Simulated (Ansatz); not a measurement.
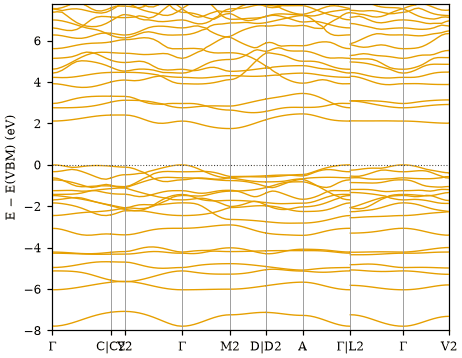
Fig. 1. Band structure from DFT-PBE in the program Ansatz with PAW potentials

Q: Read off the gap and where the band edges lie.

A: About 1.8 eV (1.75 eV by a search for the band edges); maximum at Γ, minimum at M2.

The material is LiPS$_{3}$ in space group C2/m (No. 12; Pearson symbol mS20).

The workflow started from an entry of the Crystallography Open Database (COD). Its standing as an ambient phase is unchecked. The PBE relaxation kept the symmetry of its start; its stability against distortions is not shown here.

Potentials: the later of the program's two PAW sets.
